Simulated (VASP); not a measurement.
Band structure of LaNi2GeP (space group I4mm). Method: PBEsol GGA, VASP's PBE PAW potentials (set 64) (plane waves; VASP).

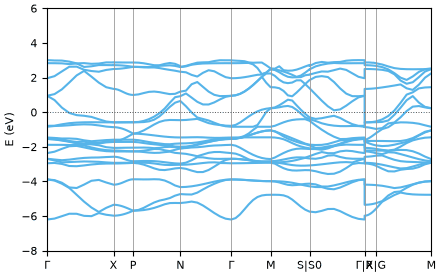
*Bands along high-symmetry lines, zero at the valence-band maximum or, without a gap, the Fermi level*

### Question
Read the plot: is there a gap, and where are the band edges?

### Answer
It has no gap at this level: it comes out as a metal or semimetal. (Edges off the drawn lines would not show.)

The structure comes from a computed database's LaNi2GeP entry (I4mm); how it stands against other phases isn't given here. It was relaxed first. The run is not spin-polarised, so no magnetic state was tried.
